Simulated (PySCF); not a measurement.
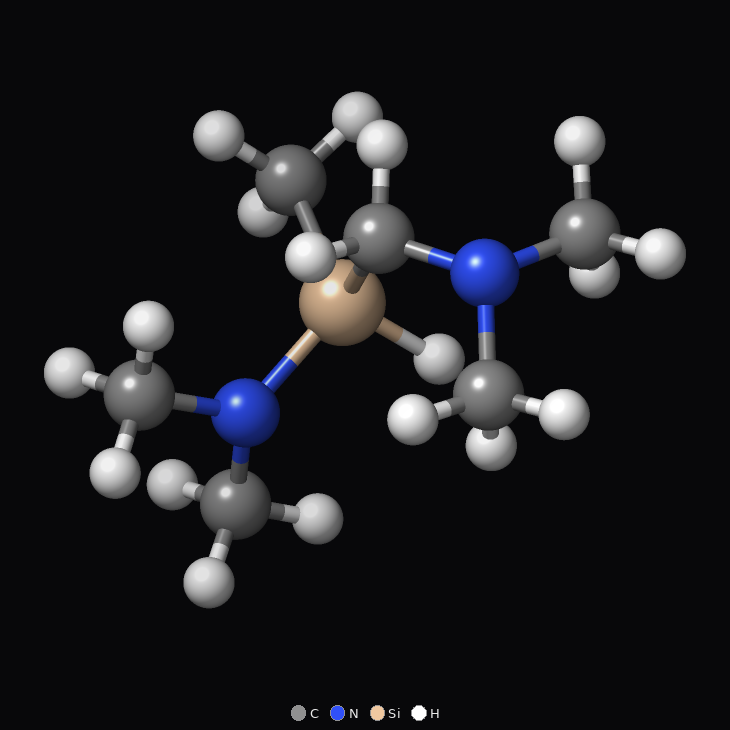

The geometry was computed by an optimisation with GFN2-xTB. No frequency run is at hand to confirm it as a minimum. Level of theory: PBE0/pcSseg-1, gas phase (PySCF 2.14.0).

What does the calculation give?

The species is C₆H₁₈N₂Si (`CN(C)C[Si@H](C)N(C)C`).
- dipole moment: 0.97 D
- HOMO energy (Kohn–Sham orbital): −5.50 eV
- LUMO energy (Kohn–Sham orbital): 1.15 eV
- HOMO–LUMO gap: 6.66 eV

The geometry is semi-empirical. Around Si such bond lengths and angles can be off by a tenth of an ångström or more and by several degrees, and values that hang on the shape move with them.
